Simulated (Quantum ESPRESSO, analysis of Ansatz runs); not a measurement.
# A hop of Mg in MgAl2C2 (P-3m1), charge +2 (Quantum ESPRESSO), part 3 of 3

How high is the barrier when Mg changes place in MgAl2C2 (P-3m1)? The case: Mg_i by the interstitialcy path, charge +2, in a cell of 90 host atoms with 1 Mg put in.

Quantum ESPRESSO 7.5; Quantum ESPRESSO plane-wave DFT, PBEsol, GBRV 1.5 PBEsol potentials; nudged elastic band between two relaxed defect structures at fixed charge in a uniform background.

So far: The structure; Relaxation of the start point, charge +2; Relaxation of the end point, charge +2.

**4. Nudged elastic band, charge +2**

3 movable images are laid between the ends by interpolation. Each image feels the true force across the path and a spring force along it. The highest image is set to climb to the top of the path.

This step: Quantum ESPRESSO plane-wave DFT, PBEsol, GBRV 1.5 PBEsol potentials; nudged elastic band between two relaxed defect structures at fixed charge in a uniform background.

Contents of neb.in:

```
BEGIN
BEGIN_PATH_INPUT
&PATH
  restart_mode = 'from_scratch'
  string_method = 'neb'
  nstep_path = 45
  ds = 1.5
  opt_scheme = 'broyden'
  num_of_images = 5
  k_max = 0.3
  k_min = 0.2
  CI_scheme = 'auto'
  path_thr = 0.05
/
END_PATH_INPUT
BEGIN_ENGINE_INPUT
&CONTROL
  prefix = 'pwscf'
  outdir = './tmp'
  pseudo_dir = './pseudo'
  disk_io = 'low'
/
&SYSTEM
  ibrav = 0
  nat = 91
  ntyp = 3
  ecutwfc = 40
  ecutrho = 324
  nbnd = 224
  occupations = 'fixed'
  tot_charge = 2
  nosym = .true.
/
&ELECTRONS
  conv_thr = 9d-08
  electron_maxstep = 100
  mixing_beta = 0.5
/
ATOMIC_SPECIES
Mg    24.3050 mg_pbesol_v1.4.uspp.F.UPF
Al    26.9815 al_pbesol_v1.uspp.F.UPF
C     12.0110 c_pbesol_v1.2.uspp.F.UPF
CELL_PARAMETERS angstrom
  10.1245332437    0.0000000000    0.0000000000
  -5.0622666219    8.7681028566    0.0000000000
   0.0000000000    0.0000000000   11.5437997057
BEGIN_POSITIONS
FIRST_IMAGE
ATOMIC_POSITIONS crystal
Mg     0.0047688704    0.0066719814   -0.0063063044
Al     0.2223629938    0.1114788660    0.1744701540
Al     0.1111789007    0.2226159996    0.3236773858
C      0.1114273316    0.2223411161    0.1345555847
C      0.2220724770    0.1117389169    0.3637861034
Mg     0.0064715440    0.0054093469    0.5044223158
Al     0.2230155738    0.1108137624    0.6768856935
Al     0.1106599723    0.2231784565    0.8214073046
C      0.1117238767    0.2221030943    0.6357599874
C      0.2219186185    0.1119363781    0.8626775685
Mg     0.0002812570    0.3338788364   -0.0035047452
Al     0.2217436739    0.4444456838    0.1719904191
Al     0.1111796277    0.5556552970    0.3237030166
C      0.1114196633    0.5561688694    0.1345513694
C      0.2137612653    0.4404097101    0.3669133410
Mg    -0.0000187825    0.3335183920    0.4975681642
Al     0.2223552661    0.4448574508    0.6739472110
Al     0.1106667513    0.5549131276    0.8214219010
C      0.1117821393    0.5569977320    0.6357642333
C      0.2222883576    0.4448335914    0.8627069578
Mg     0.0045997424    0.6654250424   -0.0062825786
Al     0.2222391457    0.7779274403    0.1744614031
Al     0.1119584402    0.8895613757    0.3262064087
C      0.1199706498    0.8935637384    0.1314262963
C      0.2219790639    0.7773633312    0.3637906706
Mg     0.0066695359    0.6682527175    0.5044947235
Al     0.2231324285    0.7795909268    0.6768710122
Al     0.1110186559    0.8891885233    0.8244129215
C      0.1113044588    0.8893067054    0.6353922994
C      0.2219857107    0.7773738254    0.8626714206
Mg     0.3333350565    0.0002361925    0.0008054530
Al     0.5556352676    0.1113512177    0.1744759236
Al     0.4442701737    0.2219218465    0.3262274372
C      0.4403097199    0.2139301026    0.1314134893
C      0.5562199196    0.1116955099    0.3637913103
Mg     0.3335828981    0.0004596447    0.5017814018
Al     0.5544199577    0.1109010431    0.6768507194
Al     0.4446973507    0.2227924909    0.8243720760
C      0.4444925019    0.2225111120    0.6353990977
C      0.5566832006    0.1119803286    0.8626391399
Mg     0.3273511195    0.3290290367   -0.0062722963
Al     0.5460374809    0.4252549076    0.1662232314
Al     0.4251725841    0.5461458493    0.3319376700
C      0.4488888594    0.5579978480    0.1412853153
C      0.5579618554    0.4490962852    0.3564091044
Mg     0.3281912835    0.3273062258    0.5045056553
Al     0.5555882683    0.4447801632    0.6744457851
Al     0.4445098480    0.5558983703    0.8233479917
C      0.4444916878    0.5558723038    0.6342028635
C      0.5556906229    0.4449828286    0.8635532754
Mg     0.3273086003    0.6655866061   -0.0063283775
Al     0.5459382279    0.7879065894    0.1661317959
Al     0.4441578461    0.8894139947    0.3262037084
C      0.4401791197    0.8935017496    0.1314211595
C      0.5578440310    0.7759541087    0.3564056286
Mg     0.3281912141    0.6680842611    0.5045047015
Al     0.5556259335    0.7781500903    0.6744415680
Al     0.4447881286    0.8892744716    0.8243896667
C      0.4445993698    0.8893756535    0.6353823129
C      0.5557427658    0.7780272536    0.8635672665
Mg     0.6684586131    0.0066025669   -0.0062640808
Al     0.8894026437    0.1122307448    0.1719967303
Al     0.7779441164    0.2225887899    0.3236880019
C      0.7774592854    0.2223027622    0.1345472256
C      0.8933539094    0.1201264299    0.3668559858
Mg     0.6655402168    0.0054787506    0.5044481507
Al     0.8890039484    0.1113900614    0.6739030132
Al     0.7791272600    0.2231849311    0.8213610017
C      0.7770133003    0.2221303401    0.6357420786
C      0.8890413514    0.1114842533    0.8627273414
Mg     0.6682958883    0.3288751317   -0.0062992370
Al     0.8893350054    0.4443712605    0.1719714700
Al     0.7877944329    0.5462688170    0.3319283517
C      0.7758922200    0.5581004291    0.1412583840
C      0.8933285203    0.4404185213    0.3668897730
Mg     0.6657062740    0.3275385223    0.5045059456
Al     0.8890564351    0.4449307400    0.6739173704
Al     0.7778543964    0.5559078159    0.8233158202
C      0.7778720267    0.5558906513    0.6341963868
C      0.8890321047    0.4448132759    0.8627613317
Mg     0.6667462661    0.6669333770   -0.0048077882
Al     0.9086207335    0.7879771184    0.1661980011
Al     0.7876256548    0.9087226584    0.3319259229
C      0.7758086886    0.8850755319    0.1412455571
C      0.8848210692    0.7760766251    0.3564155085
Mg     0.6668849325    0.6671350822    0.5025428757
Al     0.8890043407    0.7781152815    0.6744691355
Al     0.7779029770    0.8892019442    0.8233234255
C      0.7778857927    0.8892090484    0.6342339534
C      0.8887822470    0.7779959285    0.8635717060
Mg     0.6668334111    0.6670191634    0.2487662130
INTERMEDIATE_IMAGE
ATOMIC_POSITIONS crystal
Mg     0.0051383940    0.0062786487   -0.0032240702
Al     0.2224855565    0.1113684089    0.1754310953
[... 89 atom lines left out ...]
INTERMEDIATE_IMAGE
ATOMIC_POSITIONS crystal
Mg     0.0055079177    0.0058853159   -0.0001418360
Al     0.2226081191    0.1112579519    0.1763920366
[... 89 atom lines left out ...]
INTERMEDIATE_IMAGE
ATOMIC_POSITIONS crystal
Mg     0.0058774414    0.0054919831    0.0029403981
Al     0.2227306818    0.1111474948    0.1773529779
[... 89 atom lines left out ...]
LAST_IMAGE
ATOMIC_POSITIONS crystal
Mg     0.0062469651    0.0050986503    0.0060226323
Al     0.2228532444    0.1110370378    0.1783139193
[... 39 atom lines left out ...]
Al     0.5556039114    0.4448498269    0.1763650174
Al     0.4444544443    0.5559886861    0.3252874529
C      0.4446962960    0.5561007381    0.1361871693
[... 5 atom lines left out ...]
C      0.5576579110    0.4490832088    0.8584688220
[... 1 atom line left out ...]
Al     0.5556018852    0.7782667032    0.1763643085
[... 7 atom lines left out ...]
C      0.5576566405    0.7761236952    0.8584687794
[... 13 atom lines left out ...]
C      0.7777622154    0.5561268504    0.1361888615
[... 6 atom lines left out ...]
Mg     0.6666711127    0.6670957539   -0.2491779918
Al     0.8890473854    0.7782898310    0.1763615100
[... 1 atom line left out ...]
C      0.7777573067    0.8891636885    0.1361851247
[... 5 atom lines left out ...]
C      0.8846814881    0.7760950386    0.8584580492
Mg     0.6667318661    0.6671242475    0.0047435976
END_POSITIONS
K_POINTS gamma
END_ENGINE_INPUT
END
```

On the command line:

```sh
OMP_NUM_THREADS=1 mpirun -n 4 neb.x -ni 2 -inp neb.in > neb.out
```

Output:

```text
[shortened: banners, details of potentials and solvers, and blank lines are left out]
[banner, memory and clock lines left out]
     path-images division:  nimage    =       2
     initial path length           =  7.7439 bohr
     initial inter-image distance  =  1.9360 bohr
     string_method                 =    neb
     restart_mode                  =    from_scratch
     opt_scheme                    =    broyden
     num_of_images                 =    5
     nstep_path                    =    45
     CI_scheme                     =    auto
     first_last_opt                =    F
     use_freezing                  =    F
     ds                            =    1.5000 a.u.
     k_max                         =    0.3000 a.u.
     k_min                         =    0.2000 a.u.
     path_thr                      =    0.0500 eV / A
     ------------------------------ iteration   1 ------------------------------
     activation energy (->) =   6.529035 eV
     activation energy (<-) =   6.529213 eV
     image        energy (eV)        error (eV/A)        frozen
         1     -41242.7113597            0.019664            T
         2     -41239.6387467            3.115936            F
         3     -41236.1823246            4.054906            F
         4     -41239.6326309            3.117166            F
         5     -41242.7115374            0.016307            T
     climbing image =  3
     path length          =  7.744 bohr
     inter-image distance =  1.936 bohr
     ------------------------------ iteration   2 ------------------------------
     activation energy (->) =   4.195435 eV
     activation energy (<-) =   4.195613 eV
     image        energy (eV)        error (eV/A)        frozen
         1     -41242.7113597            0.019664            T
         2     -41240.2436304            2.053098            F
         3     -41238.5159245            3.365474            F
         4     -41240.2390704            2.058085            F
         5     -41242.7115374            0.016307            T
     climbing image =  3
     path length          =  7.813 bohr
[...]
------------------------------ iteration   3 ------------------------------
     activation energy (->) =   2.852268 eV
     activation energy (<-) =   2.852445 eV
     image        energy (eV)        error (eV/A)        frozen
         1     -41242.7113597            0.019664            T
         2     -41240.6339834            1.402400            F
         3     -41239.8590921            2.505646            F
         4     -41240.6311214            1.401251            F
         5     -41242.7115374            0.016307            T
     climbing image =  3
     path length          =  7.983 bohr
[...]
------------------------------ iteration   4 ------------------------------
     activation energy (->) =   2.095434 eV
     activation energy (<-) =   2.095612 eV
     image        energy (eV)        error (eV/A)        frozen
         1     -41242.7113597            0.019664            T
         2     -41240.8986772            1.173672            F
         3     -41240.6159253            0.910767            F
         4     -41240.8977987            1.179119            F
         5     -41242.7115374            0.016307            T
     climbing image =  3
     path length          =  8.233 bohr
[...]
------------------------------ iteration   5 ------------------------------
     activation energy (->) =   1.892989 eV
     activation energy (<-) =   1.893167 eV
     image        energy (eV)        error (eV/A)        frozen
         1     -41242.7113597            0.019664            T
         2     -41241.0478981            0.732867            F
         3     -41240.8183702            0.268434            F
         4     -41241.0479449            0.735063            F
         5     -41242.7115374            0.016307            T
     climbing image =  3
     path length          =  8.356 bohr
[...]
------------------------------ iteration   6 ------------------------------
     activation energy (->) =   1.807932 eV
     activation energy (<-) =   1.808109 eV
     image        energy (eV)        error (eV/A)        frozen
         1     -41242.7113597            0.019664            T
         2     -41241.1279422            0.373979            F
         3     -41240.9034281            0.223382            F
         4     -41241.1284716            0.375930            F
         5     -41242.7115374            0.016307            T
     climbing image =  3
     path length          =  8.423 bohr
[...]
------------------------------ iteration   7 ------------------------------
     activation energy (->) =   1.736431 eV
     activation energy (<-) =   1.736609 eV
     image        energy (eV)        error (eV/A)        frozen
         1     -41242.7113597            0.019664            T
         2     -41241.1858221            0.200505            F
         3     -41240.9749282            0.209542            F
         4     -41241.1867285            0.200219            F
         5     -41242.7115374            0.016307            T
     climbing image =  3
     path length          =  8.534 bohr
[...]
------------------------------ iteration   8 ------------------------------
     activation energy (->) =   1.714259 eV
     activation energy (<-) =   1.714437 eV
     image        energy (eV)        error (eV/A)        frozen
         1     -41242.7113597            0.019664            T
         2     -41241.2021699            0.165330            F
         3     -41240.9971009            0.115274            F
         4     -41241.2031017            0.166427            F
         5     -41242.7115374            0.016307            T
     climbing image =  3
     path length          =  8.557 bohr
[...]
------------------------------ iteration   9 ------------------------------
     activation energy (->) =   1.675266 eV
     activation energy (<-) =   1.675443 eV
     image        energy (eV)        error (eV/A)        frozen
         1     -41242.7113597            0.019664            T
         2     -41241.2214890            0.275368            F
         3     -41241.0360940            0.216739            F
         4     -41241.2224822            0.281806            F
         5     -41242.7115374            0.016307            T
     climbing image =  3
     path length          =  8.833 bohr
[...]
------------------------------ iteration  10 ------------------------------
     activation energy (->) =   1.668710 eV
     activation energy (<-) =   1.668888 eV
     image        energy (eV)        error (eV/A)        frozen
         1     -41242.7113597            0.019664            T
         2     -41241.2312732            0.138080            F
         3     -41241.0426498            0.054298            F
         4     -41241.2322929            0.138913            F
         5     -41242.7115374            0.016307            T
     climbing image =  3
     path length          =  8.682 bohr
[...]
------------------------------ iteration  11 ------------------------------
     activation energy (->) =   1.665587 eV
     activation energy (<-) =   1.665765 eV
     image        energy (eV)        error (eV/A)        frozen
         1     -41242.7113597            0.019664            T
         2     -41241.2322122            0.106987            F
         3     -41241.0457723            0.052015            F
         4     -41241.2332161            0.111153            F
         5     -41242.7115374            0.016307            T
     climbing image =  3
     path length          =  8.691 bohr
[...]
------------------------------ iteration  12 ------------------------------
     activation energy (->) =   1.657197 eV
     activation energy (<-) =   1.657375 eV
     image        energy (eV)        error (eV/A)        frozen
         1     -41242.7113597            0.019664            T
         2     -41241.2303934            0.033204            F
         3     -41241.0541629            0.034034            F
         4     -41241.2313963            0.037988            F
         5     -41242.7115374            0.016307            T
     climbing image =  3
     path length          =  8.747 bohr
     inter-image distance =  2.187 bohr
     neb: convergence achieved in  12 iterations
```

The job ended after 50 min (4 MPI ranks of Arm Neoverse V2, shared host; peak memory 3.6 GiB; 3.3 h of CPU time).

The path, image by image:

| image | path (Å) | energy (eV) | Mg81: x, y, z (Å) |
| --- | --- | --- | --- |
| 0 | 0.000 | 0.0000 | 3.374, 5.848, -0.056 |
| 1 | 1.264 | 1.4810 | 3.373, 5.849, -0.571 |
| 2 | 2.315 | 1.6572 | 3.373, 5.849, -1.110 |
| 3 | 3.366 | 1.4800 | 3.373, 5.849, -1.899 |
| 4 | 4.629 | -0.0002 | 3.373, 5.849, -2.876 |

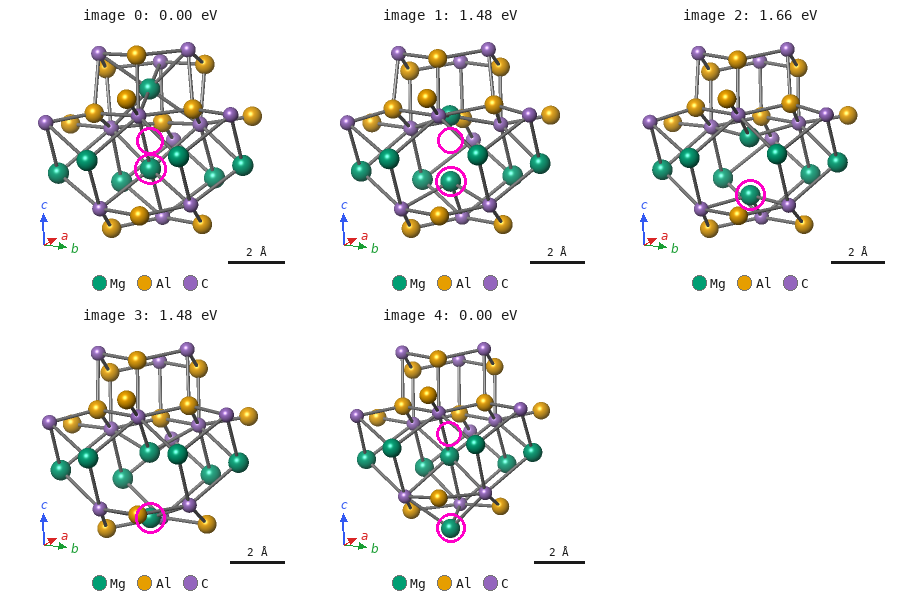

Images along the path; Mg81 is ringed. A ring with no atom in it marks the empty centre.

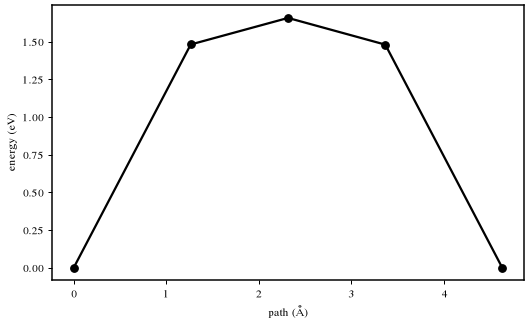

Energy along the path.

Read from the output:

```
barrier forward  : 1.657 eV
barrier backward : 1.657 eV
end less start   : -1.78e-4 eV
hop length       : 2.817 Å
```

The band met its tolerance of 0.05 eV/Å after 12 iterations, with image 2 on top (the start counts as 0). Mg81, which moves farthest between the ends, has 6 C at 2.47 to 2.55 Å and 3 Al at 2.78 Å nearest at the start and 3 C at 2.04 Å and 1 Mg at 2.22 Å at the top. In at least one step between neighbouring images a covalent bond changes partner or an atom goes far. The images sample such a step coarsely, so the top may lie higher.

**5. Summary of results**

```yaml
barrier_forward: 1.66 eV (in doubt, see below)
barrier_backward: 1.66 eV
end_less_start: 0.00 eV
hop_length: 2.82 Å
band_iterations_as_the_log_counts_them: 12
```

What this shows: The top of the band lies 1.66 eV above the start and 1.66 eV above the end. In at least one step between neighbouring images a covalent bond changes partner or an atom goes far. The images sample such a step coarsely, so the top may lie higher. At the top Mg81 stands 2.04 Å from its nearest C, 0.43 Å closer than at the start. The move is shared: Mg81 goes 2.82 Å and Mg91, whose hop length is listed, 2.82 Å. The order of the top as a saddle was not checked for all atoms, so a bent path could be lower. No image-charge correction is applied; it largely cancels along a path if the charge stays localised alike. What this leaves open: sampling at the zone centre alone can move energies of charged and open-shell states by tenths of an eV or more in cells of this size.

[Logs are printed without paths, hosts, clocks, repeated set-up lines and the standing remarks that a program may print on its own settings, such as how far it seeks lower states.]

[Hosts, paths, dates, database ids (printed as entryN), source tags and the programs' standing remarks are cut or masked in the printed files.]
